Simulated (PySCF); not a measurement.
# C$_{5}$H$_{7}$BS: a changed input and its effect

System: C$_{5}$H$_{7}$BS, SMILES CBc1cccs1.
Method of run 1: GIAO wB97X-D/cc-pVDZ NMR shielding, non-relativistic, gas phase (PySCF 2.14.0).

The geometry comes from this level: GFN2-xTB. Text and figures count atoms from 1; the logs count them from 0 in places.

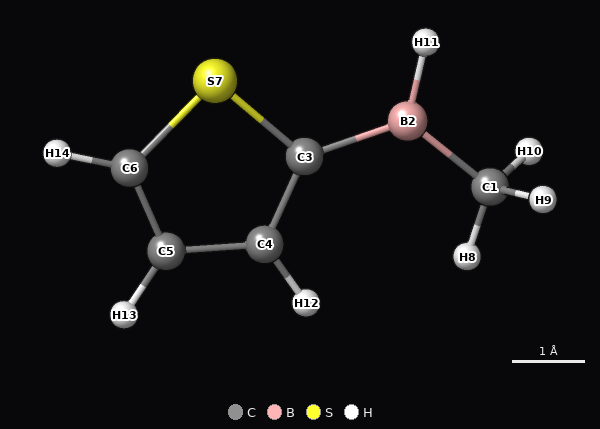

**Figure 1.** The structure as given in the input (ball-and-stick view, seen at a tilt; atoms are numbered from 1 in the order of the input). Bond lengths as drawn: B–C 1.53 to 1.57 Å, B–H 1.17 Å, C–C 1.36 to 1.40 Å, C–H 1.07 to 1.09 Å and C–S 1.71 to 1.75 Å.

Input file, run 1:
```
{"job": {"kind": "nmr", "xc": "wB97X-D", "basis": "cc-pVDZ", "pop": false, "scf": {"aux": "def2-qzvpp-jkfit", "damp": 0.3}}, "charge": 0, "multiplicity": 1}
C     -2.457730    -0.321583     0.338342
B     -1.316318     0.554648     0.976191
C      0.155226     0.359061     0.613602
C      0.752230    -0.527750    -0.255093
C      2.148232    -0.413684    -0.338545
C      2.634477     0.569154     0.471918
S      1.393835     1.359728     1.341523
H     -2.115429    -1.135411    -0.294441
H     -3.108665     0.311181    -0.265427
H     -3.098433    -0.746512     1.110027
H     -1.598840     1.393687     1.746475
H      0.188845    -1.246486    -0.823259
H      2.766964    -1.028056    -0.968642
H      3.654929     0.871551     0.605188
```

The first line tells a small driver script what to run in PySCF; the rest is the geometry in Å.

Launched with:
```bash
OMP_NUM_THREADS=1 python <driver script> task.json out
```

Hardware: 1 CPU thread, shared host.

Output (run 1):
```
damping 0.30 in the first 6 cycles
final grid: 116600 points
cycle   1  E = -617.6818852851  dE =  1.358e+00  |g| = 3.027e-01  |ddm| = 7.138e+00
cycle   2  E = -617.7081175024  dE = -2.623e-02  |g| = 1.282e-01  |ddm| = 7.569e-01
cycle   3  E = -617.7123995729  dE = -4.282e-03  |g| = 6.610e-02  |ddm| = 3.112e-01
cycle   4  E = -617.7134549394  dE = -1.055e-03  |g| = 3.825e-02  |ddm| = 1.630e-01
cycle   5  E = -617.7137653959  dE = -3.105e-04  |g| = 2.224e-02  |ddm| = 9.312e-02
cycle   6  E = -617.7137076986  dE =  5.770e-05  |g| = 2.798e-02  |ddm| = 7.629e-02
cycle   7  E = -617.7135651933  dE =  1.425e-04  |g| = 3.616e-02  |ddm| = 9.421e-02
cycle   8  E = -617.7139194652  dE = -3.543e-04  |g| = 6.640e-04  |ddm| = 5.295e-02
cycle   9  E = -617.7139196198  dE = -1.546e-07  |g| = 4.779e-04  |ddm| = 1.997e-03
cycle  10  E = -617.7139197070  dE = -8.718e-08  |g| = 7.164e-05  |ddm| = 1.134e-03
cycle  11  E = -617.7139197109  dE = -3.926e-09  |g| = 4.049e-05  |ddm| = 2.343e-04
cycle  12  E = -617.7139197122  dE = -1.360e-09  |g| = 8.070e-06  |ddm| = 1.541e-04
cycle  13  E = -617.7139197123  dE = -5.957e-11  |g| = 4.585e-06  |ddm| = 3.077e-05
converged SCF energy = -617.7139197123

GIAO shielding tensors (ppm)
atom      isotropic    diamagn.    paramagn.     s11        s22        s33       span
  0 C      189.792     244.171     -54.379    170.046    196.300    203.030     32.984
  1 B       53.083     201.523    -148.440     -4.773     32.322    131.700    136.473
  2 C       47.740     250.748    -203.008    -19.735     12.325    150.630    170.364
  3 C       60.227     255.432    -195.206    -21.311     35.829    166.163    187.474
  4 C       73.715     252.354    -178.639     -3.209     60.160    164.195    167.404
  5 C       52.910     259.436    -206.526    -45.811     45.399    159.141    204.952
  6 S      297.837    1060.214    -762.377    160.724    292.624    440.163    279.439
  7 H       30.428      32.469      -2.041     25.556     30.618     35.109      9.553
  8 H       30.971      28.545       2.427     27.252     28.764     36.899      9.647
  9 H       30.757      27.750       3.006     26.960     28.652     36.658      9.699
 10 H       24.848      31.367      -6.519     21.041     24.607     28.897      7.855
 11 H       23.736      34.656     -10.920     20.391     23.603     27.215      6.824
 12 H       24.579      30.401      -5.821     21.492     24.885     27.362      5.870
 13 H       23.864      29.800      -5.936     21.572     23.042     26.978      5.406
```

For run 2 the input was changed thus:
```diff
-"xc": "wB97X-D"
-"basis": "cc-pVDZ"
+"xc": "KT3"
+"basis": "def2-SVP"
-"scf": {"aux": "def2-qzvpp-jkfit"
-"damp": 0.3}
+"scf": {"damp": 0.3
+"conv": 1e-11}
```

What does this change do to the results?

The total energies belong to different models, so their difference says nothing on which is more stable or more accurate. The HOMO goes from −8.87 to −6.21 eV. The LUMO goes from 0.11 to −2.43 eV. The dipole moment goes from 1.44 to 1.52 D. Of all shieldings, the largest change is that of S7, by +24.0 ppm. The functional changes from wB97X-D to KT3. The SCF takes 23 iterations against 13.

Output (run 2):
```
damping 0.30 in the first 6 cycles
final grid: 116600 points
cycle   1  E = -623.9278185218  dE =  7.836e-01  |g| = 5.368e-01  |ddm| = 4.230e+00
cycle   2  E = -623.9435728087  dE = -1.575e-02  |g| = 4.902e-01  |ddm| = 1.200e+00
cycle   3  E = -623.8870542053  dE =  5.652e-02  |g| = 6.365e-01  |ddm| = 1.426e+00
cycle   4  E = -623.7414392501  dE =  1.456e-01  |g| = 9.188e-01  |ddm| = 2.069e+00
cycle   5  E = -623.3279432881  dE =  4.135e-01  |g| = 1.466e+00  |ddm| = 3.051e+00
cycle   6  E = -617.1485555334  dE =  6.179e+00  |g| = 4.369e+00  |ddm| = 1.085e+01
cycle   7  E = -583.7851158642  dE =  3.336e+01  |g| = 9.288e+00  |ddm| = 2.473e+01
cycle   8  E = -619.7077244910  dE = -3.592e+01  |g| = 3.063e+00  |ddm| = 2.264e+01
cycle   9  E = -617.6950081193  dE =  2.013e+00  |g| = 3.119e+00  |ddm| = 8.570e+00
cycle  10  E = -623.2372145101  dE = -5.542e+00  |g| = 1.460e+00  |ddm| = 7.703e+00
cycle  11  E = -623.7215164093  dE = -4.843e-01  |g| = 9.811e-01  |ddm| = 2.710e+00
cycle  12  E = -623.9668934298  dE = -2.454e-01  |g| = 4.008e-01  |ddm| = 1.705e+00
cycle  13  E = -624.0027456058  dE = -3.585e-02  |g| = 2.206e-01  |ddm| = 6.623e-01
cycle  14  E = -624.0160172672  dE = -1.327e-02  |g| = 6.344e-02  |ddm| = 2.486e-01
cycle  15  E = -624.0172717876  dE = -1.255e-03  |g| = 2.602e-02  |ddm| = 1.032e-01
cycle  16  E = -624.0174640454  dE = -1.923e-04  |g| = 9.462e-03  |ddm| = 3.929e-02
cycle  17  E = -624.0174853785  dE = -2.133e-05  |g| = 4.565e-03  |ddm| = 1.357e-02
cycle  18  E = -624.0174910126  dE = -5.634e-06  |g| = 8.083e-04  |ddm| = 5.751e-03
cycle  19  E = -624.0174912043  dE = -1.916e-07  |g| = 1.966e-04  |ddm| = 1.326e-03
cycle  20  E = -624.0174912166  dE = -1.233e-08  |g| = 2.868e-05  |ddm| = 3.212e-04
cycle  21  E = -624.0174912169  dE = -2.501e-10  |g| = 9.397e-06  |ddm| = 6.509e-05
cycle  22  E = -624.0174912169  dE = -1.955e-11  |g| = 6.261e-06  |ddm| = 2.047e-05
cycle  23  E = -624.0174912169  dE = -7.049e-12  |g| = 2.976e-06  |ddm| = 7.510e-06
converged SCF energy = -624.0174912169

GIAO shielding tensors (ppm)
atom      isotropic    diamagn.    paramagn.     s11        s22        s33       span
  0 C      184.717     243.983     -59.266    165.435    191.376    197.340     31.905
  1 B       56.339     200.437    -144.098      1.173     39.026    128.819    127.646
  2 C       53.887     253.181    -199.294     -6.917     23.688    144.888    151.805
  3 C       68.921     251.761    -182.841     -1.003     44.754    163.011    164.014
  4 C       78.788     248.496    -169.708     12.555     64.277    159.531    146.975
  5 C       62.105     255.510    -193.405    -23.896     56.140    154.071    177.967
  6 S      321.790    1058.538    -736.748    207.058    298.451    459.860    252.803
  7 H       30.437      32.600      -2.163     25.633     30.725     34.954      9.321
  8 H       30.910      28.633       2.277     27.384     28.635     36.711      9.327
  9 H       30.699      27.790       2.909     27.046     28.562     36.489      9.443
 10 H       25.126      31.694      -6.568     21.399     24.947     29.032      7.633
 11 H       23.990      34.932     -10.942     20.501     24.578     26.890      6.389
 12 H       24.791      31.084      -6.293     21.701     25.307     27.365      5.664
 13 H       24.338      30.324      -5.985     21.908     23.671     27.436      5.528
```

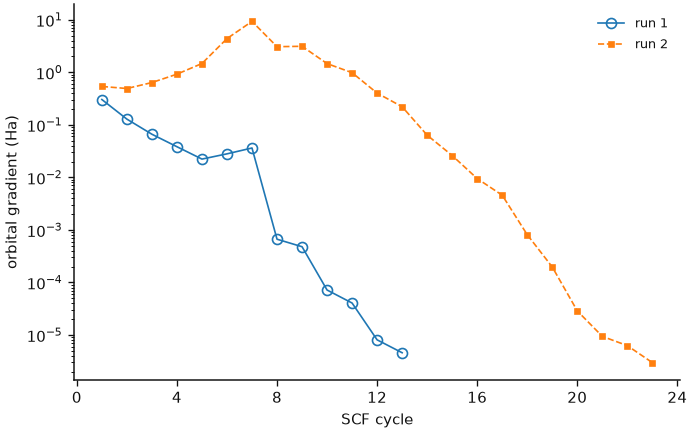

**Figure 2.** Convergence of the two runs: orbital gradient against the SCF cycle. Run 1 takes 13 cycles in all, and run 2 takes 23.

The two runs side by side:

| quantity | run 1 | run 2 |
| --- | --- | --- |
| outcome | converged | converged |
| total energy (hartree) | −617.713920 | −624.017491 |
| HOMO (eV) | −8.87 | −6.21 |
| LUMO (eV) | 0.11 | −2.43 |
| dipole moment (D) | 1.44 | 1.52 |
| shielding of C1 (ppm) | 189.8 | 184.7 |
| shielding of B2 (ppm) | 53.1 | 56.3 |
| shielding of C3 (ppm) | 47.7 | 53.9 |
| shielding of C4 (ppm) | 60.2 | 68.9 |
| shielding of C5 (ppm) | 73.7 | 78.8 |
| shielding of C6 (ppm) | 52.9 | 62.1 |
| shielding of S7 (ppm) | 297.8 | 321.8 |
| SCF iterations | 13 | 23 |
| basis functions | 137 | 137 |
| wall time (shared host) | 18 s | 25 s |
